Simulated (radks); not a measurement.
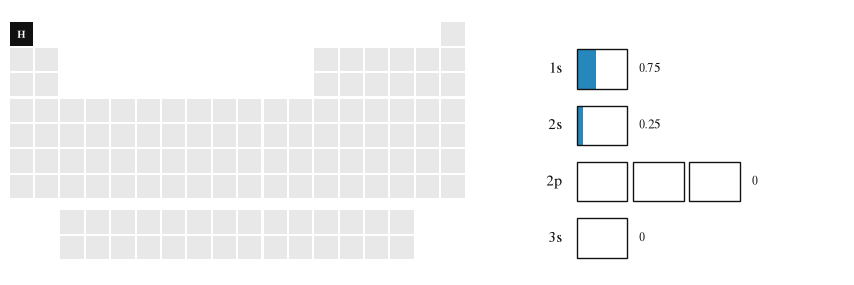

Fig. 1: Left, the place of hydrogen in the periodic table; right, the outer shells as the input fills them: a box for each of the 2l + 1 orbitals, shaded by the share of the shell that is filled, with the electron count at the right.

## Run report: H, atomic calculation

- system: H, configuration 1s0.75 2s0.25 2p0 3s0.
- method: scalar-relativistic Kohn-Sham, MS2 meta-GGA, spin-polarised, spherical densities, finite nucleus (radks)

### What the run reported

- outcome: not converged
- total energy: −0.428196 hartree
- kinetic energy: 0.424080 hartree
- electron–nucleus energy: −0.825757 hartree
- Hartree energy: 0.214666 hartree
- exchange–correlation energy: −0.241185 hartree
- SCF iterations: 170
- hardware: 1 CPU thread, shared host

### Diagnosis

The run did not meet its convergence test in 170 iterations, so its last values are not results.

### Input file
```
Z 1
configuration 1s0.75 2s0.25 2p0 3s0
relativity scalar-relativistic
functional ms2,regtpss
spin polarised
nucleus finite rms 0.8783 fm
c 137.035999084
```

Energies in input and log are in hartree, lengths in bohr (the nuclear radius in fm).

### Output
```
1s      1   0.7500          -0.37362866
2s      1   0.2500          -0.03504391
2p      1   0.0000          -0.12500097
3s      1   0.0000          -0.05555630
Etot -0.4281958677732722
Ekin 0.42407971588274
Encl -0.8257567928229812
Eh 0.21466626304561842
Exc -0.2411850538786494
err 0.004884911535874677
it 170
```
